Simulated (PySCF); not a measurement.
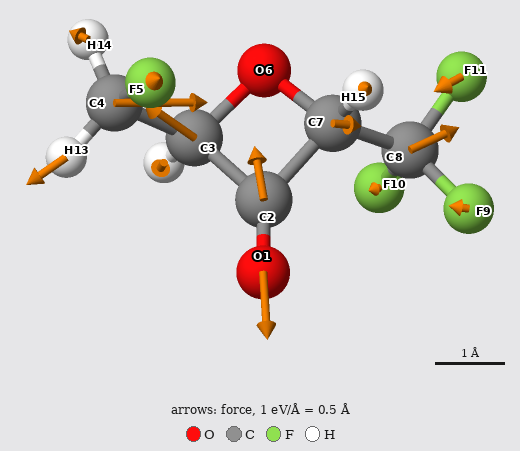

Starting geometry of C5H4F4O2 with the computed forces as orange arrows. A ball-and-stick model, seen at a tilt.

The start comes from GFN2-xTB. Its atoms were then displaced at random by about 0.01 Å.

Level of theory: PBE0-D3(BJ)/def2-SVP geometry optimisation, gas phase in PySCF 2.14.0, density-fitted response routines. 

> What follows when this structure is relaxed?

It isn't relaxed: the largest force vector, on a C atom, is 2.92 eV/Å. The final displacements follow the starting forces only in part (cosine between the two patterns 0.38). After 9 geometry steps the energy has fallen by 22.1 kJ/mol. An F atom moves most after the best rigid fit: 0.11 Å. Largest moves by element: F 0.11 Å, H 0.07 Å, C 0.06 Å, O 0.05 Å. Some distances before and after: C–C 1.578 → 1.503 Å, C–H 1.065 → 1.103 Å, C–F 1.361 → 1.329 Å, C–C 1.511 → 1.531 Å. Among the angles between lasting bonds that change: H–C–H 116.0° → 109.3°, F–C–F 105.5° → 108.5°, C–C–H 108.1° → 111.0°. The run took 2.3 min on 1 thread of Arm Neoverse V2, on a shared host.
